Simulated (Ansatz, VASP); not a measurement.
# TlS in two plane-wave programs

Wanted: the spread between two codes on one cell, functional and k mesh.

Program: Ansatz 0.2.0. Level of theory: plane waves, with VASP 6.6.1 beside it; relaxation of cell and atoms at PBEsol and single point at PBEsol. Results are calculated unless marked as measured.

The database entry behind the starting cell is an old determination (1949), so it need not match the best structure at ambient conditions.

### Step 1. Starting point

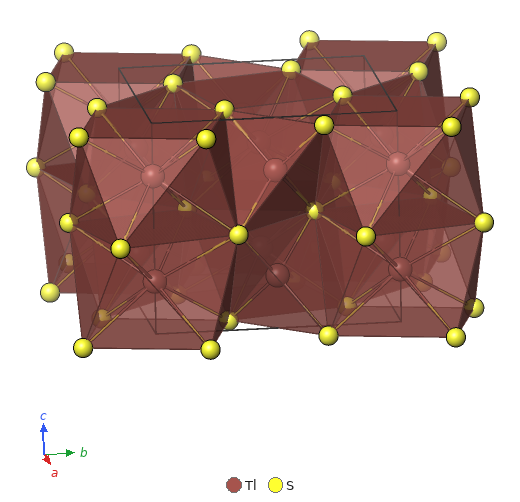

The starting structure, seen slightly off an axis (thallium brown, sulfur yellow). This picture shows the conventional cell, with its axes. Some periodic images of atoms are drawn too.

### Step 2. Ansatz: relaxation of cell and atoms, PBEsol

Ansatz runs on its default PAW (the set named soft_2) files.

The relaxed volume is the usual yardstick between codes: its relative difference is about their pressure difference at one cell divided by the bulk modulus.

The input, input.yaml:

```yaml
crystal:
  lattice:
    - [-3.893, 3.893, 3.4]
    - [3.893, -3.893, 3.4]
    - [3.893, 3.893, -3.4]
  atoms:
    - { symbol: Tl, position: [0.75, 0.75, 0.0] }
    - { symbol: Tl, position: [0.25, 0.25, 0.0] }
    - { symbol: Tl, position: [0.25, 0.75, 0.5] }
    - { symbol: Tl, position: [0.75, 0.25, 0.5] }
    - { symbol: S, position: [0.821, 0.679, 0.5] }
    - { symbol: S, position: [0.321, 0.821, 0.142] }
    - { symbol: S, position: [0.179, 0.321, 0.5] }
    - { symbol: S, position: [0.679, 0.179, 0.858] }
hamiltonian:
  xc: pbesol
  pseudopotentials: { kind: paw }
kpoints:
  mp_grid: { grid: [4, 4, 4] }
scf:
  occupations: { method: gaussian, width: 0.05 }
relax:
  f_tol: 0.01
  max_steps: 60
  cell: { stress_tol: 0.05 }
output:
  forces: true
  stress: true
```

Launch:

```bash
ansatz run input.yaml --threads 4 --pin off --max-ram 9216MiB --backend cpu --events-out ev --progress --plain --runs-dir out
```

Numbers of over 12 decimals in the logs are rounded to 6 here.

The program printed:

```text
Engine: ansatz 0.2.0, aarch64-unknown-linux-gnu
Pseudopotentials: kind: paw
Pseudopotential: Tl, paw, valence charge 13, recommended cutoff 420 eV (normal), Tl.paw.azcp
Pseudopotential: S, paw, valence charge 6, recommended cutoff 420 eV (normal), S.paw.azcp
Functional definition: PBEsol
  exchange = pbesol_x
  correlation = pbesol_c
Crystal: 8 atoms, lattice volume = 206.114 Å³
Basis set: ecut = 420 eV, 4039 PW (Γ), exchange–correlation on 90×90×90 points (8 copies of the dense FFT grid, shifted against one another)
Bands: 46, of which v1, the nominal top of the filled ones, is band 38 counted from 1 (37 counted from 0)
Symmetry: 16 space group operations
Space group: I4/mcm (ITA 140), of the structure as read, at distance tolerance 5.9e-5 Å
k-points: 13 of 64
Non-local potential: Tl, projectors of the file, l = 0: 2, l = 1: 2, l = 2: 2, l = 3: 1
Non-local potential: S, projectors of the file, l = 0: 2, l = 1: 2, l = 2: 2
PAW form: soft (Blöchl's): semilocal exchange-correlation on the pseudo side does not see the compensation charge
PAW frozen core: Tl, regenerated for the run's functional, and the local potential with it (the file was generated under x = pbe(κ = 0.804, μ = 0.219515), c = pbe(β = 0.066725))
PAW frozen core: S, regenerated for the run's functional, and the local potential with it (the file was generated under x = pbe(κ = 0.804, μ = 0.219515), c = pbe(β = 0.066725))
PAW one-centre angular grid: Tl, 590 points (default); XC on 64 Gauss nodes
PAW one-centre angular grid: S, 110 points (default); XC on 64 Gauss nodes
Initial density: superposition of atomic densities (neutral atoms: chi_scale 0, normalization atom), corrected by the library's trained network
Initial wavefunctions: pseudopotential atomic-orbital guess
Functional: x = pbesol(κ = 0.804, μ = 0.123457), c = pbesol(β = 0.046)
SCF iter   1: F=—  HF=-48723.962293 eV  |F-HF|=—  |Δ(HF+E_count)|=         —  Δρ=4.54e-3  dr2=6.98e-2  ethr=1.77e-3  ⟨swp⟩=6.2  Hψ=2256  notcnv=0  defer=2
preconditioner: auto → Resta (q_TF=auto, 2.310 Å⁻¹)  ε∞=5.0  [insulator: Δε(μ)=0.486 eV  Ē_g=11.230 eV  σ=0.050 eV  W_gap=1.00  n_scr=46 (ndim 8)  ℏωp=22.5 eV  f_vac=0.000  D(μ)=0.00/eV (n_scr^D=0)  ε∞_Penn≈5.0]
SCF iter   2: F=—  HF=-48723.948938 eV  |F-HF|=—  |Δ(HF+E_count)|=   1.34e-2  Δρ=2.17e-3  dr2=1.67e-2  ethr=9.18e-5  ⟨swp⟩=1.9  Hψ=976  notcnv=0  defer=12
SCF iter   3: F=—  HF=-48723.944518 eV  |F-HF|=—  |Δ(HF+E_count)|=   4.42e-3  Δρ=3.09e-4  dr2=1.93e-4  ethr=2.19e-5  ⟨swp⟩=2.2  Hψ=858  notcnv=0  defer=12
SCF iter   4: F=—  HF=-48723.944529 eV  |F-HF|=—  |Δ(HF+E_count)|=   1.05e-5  Δρ=6.08e-5  dr2=8.22e-6  ethr=2.53e-7  ⟨swp⟩=2.0  Hψ=990  notcnv=0  defer=12
SCF iter   5: F=—  HF=-48723.944523 eV  |F-HF|=—  |Δ(HF+E_count)|=   6.06e-6  Δρ=1.66e-5  dr2=4.64e-7  ethr=1.08e-8  ⟨swp⟩=2.1  Hψ=1044  notcnv=0  defer=12
SCF iter   6: F=-48723.944523 eV  HF=-48723.944523 eV  |F-HF|=6.14e-9  |Δ(HF+E_count)|=   5.18e-7  Δρ=3.34e-6  dr2=3.23e-8  ethr=1.32e-10  ⟨swp⟩=4.0  Hψ=2132  notcnv=0
SCF 1 converged in 6 iterations: F = -48723.944523 eV  dr2 = 3.23e-8
  greatest PAW one-centre occupation: 0.966 electrons in one spin orbital (limit 2), on the Tl atom at site 1 (counted from 0), in its partial waves of l = 2
relax step   1: F+E_penalty+E_count = -48723.94452307 eV  Δ(F+E_penalty+E_count) = +0.000e0 eV  max|allowed force component| = 2.546e-1 eV/Å  Δτ_max = 0.0000 Å  P = -1.433 GPa  Ω = 206.114 Å³  (6 SCF iters, dr2 threshold 1.00e-7 eV, accepted)
[...]
relax step   2: F+E_penalty+E_count = -48723.97461628 eV  Δ(F+E_penalty+E_count) = -3.009e-2 eV  max|allowed force component| = 1.650e-1 eV/Å  Δτ_max = 0.0612 Å  P = +0.642 GPa  Ω = 202.588 Å³  energy of the carried Pulay correction = +6.680e-4 eV  (5 SCF iters, dr2 threshold 8.00e-7 eV, accepted)
[...]
relax step   3: F+E_penalty+E_count = -48723.98703035 eV  Δ(F+E_penalty+E_count) = -1.241e-2 eV  max|allowed force component| = 6.549e-3 eV/Å  Δτ_max = 0.0274 Å  P = -0.075 GPa  Ω = 202.941 Å³  energy of the carried Pulay correction = +6.007e-4 eV  (5 SCF iters, dr2 threshold 8.00e-7 eV, accepted)
[...]
relax step   4: F+E_penalty+E_count = -48723.98716624 eV  Δ(F+E_penalty+E_count) = -1.359e-4 eV  max|allowed force component| = 5.754e-5 eV/Å  Δτ_max = 0.0000 Å  P = -0.011 GPa  Ω = 202.668 Å³  energy of the carried Pulay correction = +6.528e-4 eV  (4 SCF iters, dr2 threshold 1.74e-8 eV, accepted)
[...]
relax step   5: F+E_penalty+E_count = -48723.98649179 eV  Δ(F+E_penalty+E_count) = +6.744e-4 eV  max|allowed force component| = 1.086e-4 eV/Å  Δτ_max = 0.0000 Å  P = -0.011 GPa  Ω = 202.668 Å³  stress off target by 1.62e-2 GPa  SCF on the basis re-selected at this cell (its energy is not comparable with the rows above)  (5 SCF iters)
basis re-selected at this cell: Δ(F+E_penalty+E_count) = +6.744e-4 eV, ΔP = +0.000 GPa vs the last step (what re-selecting the basis moved, of the pressure what is left beyond the Pulay correction that the steps carried, after the strain that the cell walked since its last selection, with what the two solves' SCF thresholds leave and, on support functions, any second-order correction that the steps lacked; it is no m [...]
SCF converged after 5 iterations
Free energy (F): -48723.986492 eV
Harris-Foulkes:  -48723.986492 eV  (|F-HF|=2.91e-11)
Internal energy: -48723.986492 eV  (E = F + TS)
E sigma→0 (E₀):  -48723.986492 eV
Fermi energy:    7.941896 eV
--- Per-component energies (eV) ---
  E_band       = -57.870953
  E_kinetic    = 1761.344623
  E_local      = -4461.906711  (includes V_loc(G=0)·N_el)
  E_nonlocal   = 1395.014672
  E_hartree    = 1642.823195
  E_xc         = -1294.082260
  E_vxc        = -911.352965  (∫ρ·V_xc dr)
  E_paw        = -42414.616076  (= ΣΔE_a)
  E_vpaw       = -1126.616992  (= ΣTr[D̂ρ^β])
  E_aug_tail   = 0.000143  (compensation charges beyond the density's cutoff)
  E_ewald      = -5352.964936
  E_core_change = 0.400857  (= ΣΔE_core)
  E_smearing   = -0.000000  (= −TS)
  E_closure    = 0.000000  (closes the sum)
  Σ components = -48723.986492   (vs F -48723.986492, Δ=0.00e0)
--- Forces (eV/Å), atoms counted from 1 ---
  atom   1  Tl     0.00000000     0.00000000     0.00000000
  atom   2  Tl     0.00000000     0.00000000     0.00000000
  atom   3  Tl     0.00000000     0.00000000     0.00000000
  atom   4  Tl     0.00000000     0.00000000     0.00000000
  atom   5  S      0.00010856    -0.00010856     0.00000000
  atom   6  S     -0.00010856    -0.00010856     0.00000000
  atom   7  S     -0.00010856     0.00010856     0.00000000
  atom   8  S      0.00010856     0.00010856     0.00000000
  max |Σ_I F_I| component: 1.17e-17 eV/Å
--- Stress (GPa, compression-positive) ---
       -0.016169      -0.000000       0.000000
       -0.000000      -0.016169      -0.000000
       -0.000000      -0.000000      -0.000214
  P = ⅓ Tr σ = -0.0109 GPa (-0.109 kbar)
--- Relaxed structure (4 steps of the walk, 4 accepted, 1 SCFs on fresh bases) ---
  F+E_penalty+E_count = -48723.98649179 eV   max|allowed force component| = 1.086e-4 eV/Å   (the final SCF, on the basis selected at the relaxed cell)
  cell:  # Å, volume = 202.6678 Å³
    - [-3.857189, 3.857189, 3.405515]
    - [3.857189, -3.857189, 3.405515]
    - [3.857189, 3.857189, -3.405515]
  atoms:
    - { symbol: Tl, position: [0.750000, 0.750000, 4.454918981513434e-19] }
    - { symbol: Tl, position: [0.250000, 0.250000, 4.454918981513434e-19] }
    - { symbol: Tl, position: [0.25, 0.750000, 0.5] }
    - { symbol: Tl, position: [0.750000, 0.25, 0.5] }
    - { symbol: S, position: [0.824076, 0.675924, 0.500000] }
    - { symbol: S, position: [0.324076, 0.824076, 0.148152] }
    - { symbol: S, position: [0.175924, 0.324076, 0.500000] }
    - { symbol: S, position: [0.675924, 0.175924, 0.851848] }
```

Elapsed: 7.2 s, on 4 threads of Arm Neoverse V1, shared host; peak memory 0.58 GiB; 27 s of CPU time.

### Step 3. VASP: relaxation of cell and atoms, PBEsol

The same cell, functional, mesh and smearing now go to VASP, with its own data sets and cutoff.

Lines of VASP's logs that name or quote its potential files are left out, and so is its time.

The input, INCAR:

```
SYSTEM = TlS
PREC = Accurate
ENCUT = 350
EDIFF = 1E-06
NELM = 120
ISMEAR = 0
SIGMA = 0.05
LREAL = .FALSE.
ALGO = Normal
GGA = PS
NBANDS = 26
LORBIT = 11
LWAVE = .FALSE.
LCHARG = .FALSE.
KPAR = 4
IBRION = 2
NSW = 40
ISIF = 3
EDIFFG = -0.02
POTIM = 0.4
```

The input, POSCAR:

```
TlS
1.0
   -3.8930000000      3.8930000000      3.4000000000
    3.8930000000     -3.8930000000      3.4000000000
    3.8930000000      3.8930000000     -3.4000000000
Tl S
4 4
Direct
    0.7500000000      0.7500000000      0.0000000000
    0.2500000000      0.2500000000      0.0000000000
    0.2500000000      0.7500000000      0.5000000000
    0.7500000000      0.2500000000      0.5000000000
    0.8210000000      0.6790000000      0.5000000000
    0.3210000000      0.8210000000      0.1420000000
    0.1790000000      0.3210000000      0.5000000000
    0.6790000000      0.1790000000      0.8580000000
```

The input, KPOINTS:

```
Automatic mesh
0
Gamma
4 4 4
0 0 0
```

The projector-augmented-wave data sets are Tl and S (PBE family, release 64).

Launch:

```bash
mpirun -np 4 vasp_std
```

The program printed:

```text
[banner, memory and clock lines left out]
running    4 mpi-ranks, on    1 nodes
 distrk:  each k-point on    1 cores,    4 groups
 distr:  one band on    1 cores,    1 groups

 POSCAR found type information on POSCAR TlS
 POSCAR found :  2 types and       8 ions
|                                                                             |
|               ----> ADVICE to this user running VASP <----                  |
|                                                                             |
|     You enforced a specific xc type in the INCAR file but a different       |
|     [... a line on the potential file left out ...]
|     I HOPE YOU KNOW WHAT YOU ARE DOING!                                     |
|                                                                             |

 LDA part: xc-table for (Slater+PW92), standard interpolation
 POSCAR, INCAR and KPOINTS ok, starting setup
 FFT: planning ... GRIDC
 FFT: planning ... GRID_SOFT
 FFT: planning ... GRID
 WAVECAR not read
 entering main loop
       N       E                     dE             d eps       ncg     rms          rms(c)
DAV:   1     0.256650804595E+03    0.25665E+03   -0.89932E+03   676   0.799E+02
DAV:   2     0.482736427709E+01   -0.25182E+03   -0.24597E+03   922   0.185E+02
DAV:   3    -0.292453729720E+02   -0.34073E+02   -0.33625E+02   828   0.790E+01
DAV:   4    -0.307145535815E+02   -0.14692E+01   -0.14605E+01   932   0.191E+01
DAV:   5    -0.307686261070E+02   -0.54073E-01   -0.54013E-01  1018   0.325E+00    0.794E+00
DAV:   6    -0.295702305241E+02    0.11984E+01   -0.21899E+00   882   0.589E+00    0.547E+00
DAV:   7    -0.294789620054E+02    0.91269E-01   -0.72916E-01   886   0.307E+00    0.233E+00
DAV:   8    -0.294610212128E+02    0.17941E-01   -0.75104E-02   840   0.122E+00    0.382E-01
DAV:   9    -0.294585473288E+02    0.24739E-02   -0.93676E-03   828   0.492E-01    0.153E-01
DAV:  10    -0.294587545087E+02   -0.20718E-03   -0.14659E-03   848   0.178E-01    0.786E-02
DAV:  11    -0.294587391930E+02    0.15316E-04   -0.14179E-04   900   0.642E-02    0.376E-02
DAV:  12    -0.294587361732E+02    0.30198E-05   -0.22731E-05   972   0.222E-02    0.217E-02
DAV:  13    -0.294587337648E+02    0.24084E-05   -0.78652E-06   870   0.129E-02    0.617E-03
DAV:  14    -0.294587338321E+02   -0.67312E-07   -0.69187E-07   438   0.416E-03
   1 F= -.29458734E+02 E0= -.29458734E+02  d E =-.294587E+02
[...]
2 F= -.29465154E+02 E0= -.29465154E+02  d E =-.642007E-02
[...]
3 F= -.29469827E+02 E0= -.29469827E+02  d E =-.110931E-01
[...]
4 F= -.29473700E+02 E0= -.29473700E+02  d E =-.387330E-02
[...]
5 F= -.29473897E+02 E0= -.29473897E+02  d E =-.406992E-02
[...]
6 F= -.29473899E+02 E0= -.29473899E+02  d E =-.407177E-02
[...]
7 F= -.29474357E+02 E0= -.29474357E+02  d E =-.458235E-03
 trial-energy change:   -0.000458  1 .order   -0.000461   -0.000527   -0.000395
 step:   4.4319(harm=  4.4319)  dis= 0.00728  next Energy=   -29.474951 (dE=-0.105E-02)
 bond charge predicted
       N       E                     dE             d eps       ncg     rms          rms(c)
DAV:   1    -0.294745307444E+02   -0.17398E-03   -0.26499E-01   676   0.215E+00    0.310E-01
DAV:   2    -0.294751460237E+02   -0.61528E-03   -0.20855E-02   944   0.707E-01    0.114E-01
DAV:   3    -0.294749728499E+02    0.17317E-03   -0.80787E-04   884   0.141E-01    0.957E-02
DAV:   4    -0.294749168587E+02    0.55991E-04   -0.18918E-04   984   0.625E-02    0.317E-02
DAV:   5    -0.294749158851E+02    0.97356E-06   -0.31677E-05   842   0.257E-02    0.155E-02
DAV:   6    -0.294749159075E+02   -0.22352E-07   -0.79892E-07   488   0.520E-03
   8 F= -.29474916E+02 E0= -.29474915E+02  d E =-.101716E-02
 curvature:  -2.87 expect dE=-0.120E-03 dE for cont linesearch -0.114E-05
 trial: gam= 0.10647 g(F)=  0.506E-05 g(S)=  0.366E-04 ort =-0.156E-04 (trialstep = 0.177E+01)
 search vector abs. value=  0.454E-04
 reached required accuracy - stopping structural energy minimisation
```

From OUTCAR (step 3):

```text
ion  position               nearest neighbor table
   1  0.750  0.750  0.000-   6 3.33   8 3.33   7 3.33   7 3.33   5 3.33   5 3.33   8 3.33   6 3.33
                             2 3.40   2 3.40   4 3.89   3 3.89   4 3.89   3 3.89
   2  0.250  0.250  0.000-   6 3.33   8 3.33   5 3.33   5 3.33   7 3.33   7 3.33   8 3.33   6 3.33
                             1 3.40   1 3.40   3 3.89   4 3.89   4 3.89   3 3.89
   3  0.250  0.750  0.500-   6 2.60   8 2.60   7 2.60   5 2.60   4 3.40   4 3.40   1 3.89   2 3.89
                             1 3.89   2 3.89
   4  0.750  0.250  0.500-   8 2.60   6 2.60   7 2.60   5 2.60   3 3.40   3 3.40   1 3.89   1 3.89
                             2 3.89   2 3.89
   5  0.821  0.679  0.500-   3 2.60   4 2.60   2 3.33   2 3.33   1 3.33   1 3.33
   6  0.321  0.821  0.142-   3 2.60   4 2.60   2 3.33   1 3.33   1 3.33   2 3.33
   7  0.179  0.321  0.500-   3 2.60   4 2.60   1 3.33   1 3.33   2 3.33   2 3.33
   8  0.679  0.179  0.858-   4 2.60   3 2.60   2 3.33   1 3.33   1 3.33   2 3.33

  LATTYP: Found a body centered tetragonal cell.
 ALAT       =     7.7860000000
 C/A-ratio  =     0.8733624454

 Subroutine GETGRP returns: Found 16 space group operations
 (whereof  8 operations were pure point group operations)

The static configuration has the point symmetry C_4h.
 The point group associated with its full space group is D_4h.

 Found     13 irreducible k-points:

   k-points           NKPTS =     13   k-points in BZ     NKDIM =     13   number of bands    NBANDS=     26

   dimension x,y,z NGX =    40 NGY =   40 NGZ =   40
   dimension x,y,z NGXF=    80 NGYF=   80 NGZF=   80

   ENCUT  =  350.0 eV  25.72 Ry    5.07 a.u.   9.87  9.87  9.87*2*pi/ulx,y,z

   NELECT =      36.0000    total number of electrons

 k-points in reciprocal lattice and weights: Automatic mesh
   0.00000000  0.00000000  0.00000000       0.016
   0.25000000  0.00000000  0.00000000       0.125
   0.50000000  0.00000000  0.00000000       0.062
   0.25000000  0.25000000  0.00000000       0.125
   0.50000000  0.25000000  0.00000000       0.250
  -0.25000000  0.25000000  0.00000000       0.062
   0.50000000  0.50000000  0.00000000       0.031
   0.25000000  0.25000000  0.25000000       0.031
  -0.25000000  0.25000000  0.25000000       0.062
   0.50000000  0.50000000  0.25000000       0.062
  -0.25000000  0.50000000  0.25000000       0.125
  -0.25000000 -0.25000000  0.25000000       0.031
   0.50000000  0.50000000  0.50000000       0.016

 average (electrostatic) potential at core
       1 -40.6717       2 -40.6717       3 -41.2260       4 -41.2260       5 -87.5208
       6 -87.5208       7 -87.5208       8 -87.5208

 E-fermi :   4.0983

 k-point     1 :       0.0000    0.0000    0.0000
  band No.  band energies     occupation
    ...
     14       0.4549      2.00000
     15       2.2151      2.00000
     16       2.3163      2.00000
     17       2.3163      2.00000
     18       2.6692      2.00000
     19       4.6207      0.00000
     20       5.1088      0.00000
     21       7.1712      0.00000
     22       8.2468      0.00000
     23       8.2468      0.00000
    ...

 k-point     2 :       0.2500    0.0000    0.0000
  band No.  band energies     occupation
    ...
     14       1.7664      2.00000
     15       1.9734      2.00000
     16       2.2783      2.00000
     17       2.4423      2.00000
     18       2.7072      2.00000
     19       4.6222      0.00000
     20       4.8565      0.00000
     21       6.7548      0.00000
     22       7.4024      0.00000
     23       7.8098      0.00000
    ...

 k-point     3 :       0.5000    0.0000    0.0000
  band No.  band energies     occupation
    ...
     14       1.6945      2.00000
     15       2.1442      2.00000
     16       2.1442      2.00000
     17       2.6297      2.00000
     18       2.6297      2.00000
     19       4.7097      0.00000
     20       4.7097      0.00000
     21       6.9328      0.00000
     22       6.9328      0.00000
     23       7.2029      0.00000
    ...

  Total       -0.0020970     -0.0020970     -0.0871014      0.0000000      0.0000000      0.0000000
  in kB       -0.0165776     -0.0165776     -0.6885751      0.0000000      0.0000000      0.0000000
  external PRESSURE =      -0.2405768 kB  Pullay stress =       0.0000000 kB

  energy-cutoff  :      350.00
  volume of cell :      202.67
      direct lattice vectors                 reciprocal lattice vectors
    -3.841981819  3.841981819  3.432525694     0.000000000  0.130141168  0.145665334
     3.841981819 -3.841981819  3.432525694     0.130141168  0.000000000  0.145665334
     3.841981819  3.841981819 -3.432525694     0.130141168  0.130141168  0.000000000

 POSITION                                       TOTAL-FORCE (eV/Angst)
 -----------------------------------------------------------------------------------
      0.00000      0.00000      5.14879         0.000000     -0.000000     -0.000000
      0.00000      0.00000      1.71626         0.000000     -0.000000     -0.000000
      3.84198     -0.00000      1.71626         0.000000     -0.000000     -0.000000
     -0.00000      3.84198      1.71626         0.000000     -0.000000     -0.000000
      1.39507      2.44691      3.43253        -0.004049      0.004049     -0.000000
      2.44691     -1.39507      3.43253         0.004049      0.004049      0.000000
      2.44691      1.39507      0.00000         0.004049     -0.004049      0.000000
      1.39507      5.23705      0.00000        -0.004049     -0.004049     -0.000000
 -----------------------------------------------------------------------------------
    total drift:                                0.000000      0.000000     -0.000000

  FREE ENERGIE OF THE ION-ELECTRON SYSTEM (eV)
  ---------------------------------------------------
  free  energy   TOTEN  =       -29.4749159075 eV

  energy  without entropy=      -29.4749147655  energy(sigma->0) =      -29.47491534

 reached required accuracy - stopping structural energy minimisation

 total charge
# of ion       s       p       d       tot
------------------------------------------
    1        1.739   0.324   0.075   2.137
    2        1.739   0.324   0.075   2.137
    3        1.370   0.920   0.265   2.555
    4        1.370   0.920   0.265   2.555
    5        1.361   2.262   0.000   3.623
    6        1.361   2.262   0.000   3.623
    7        1.361   2.262   0.000   3.623
    8        1.361   2.262   0.000   3.623
--------------------------------------------------
tot         11.662  11.535   0.680  23.877

[... 3 further parts left out ...]
```

CONTCAR:

```
TlS
   1.00000000000000
    -3.8419818187667980    3.8419818187667980    3.4325256939837674
     3.8419818187667980   -3.8419818187667980    3.4325256939837674
     3.8419818187667980    3.8419818187667980   -3.4325256939837674
  Tl              S
     4     4
Direct
     0.7500000000000000    0.7500000000000000    0.0000000000000000
     0.2500000000000000    0.2500000000000000    0.0000000000000000
     0.2500000000000000    0.7500000000000000    0.5000000000000000
     0.7500000000000000    0.2500000000000000    0.5000000000000000
     0.8184442349456800    0.6815557650543200    0.5000000000000000
     0.3184442349456801    0.8184442349456800    0.1368884698913671
     0.1815557650543200    0.3184442349456801    0.5000000000000000
     0.6815557650543200    0.1815557650543200    0.8631115301086327
```

(Part 1 of 2 ends here.)

[Lines on the potential files, build, host, timing and source positions are cut from VASP's logs without a mark.]

[Logs are printed without paths, hosts, clocks, repeated set-up lines and the standing remarks that a program may print on its own settings, such as how far it seeks lower states.]

[Hosts, paths, dates, database ids (printed as entryN), source tags and the programs' standing remarks are cut or masked in the printed files.]
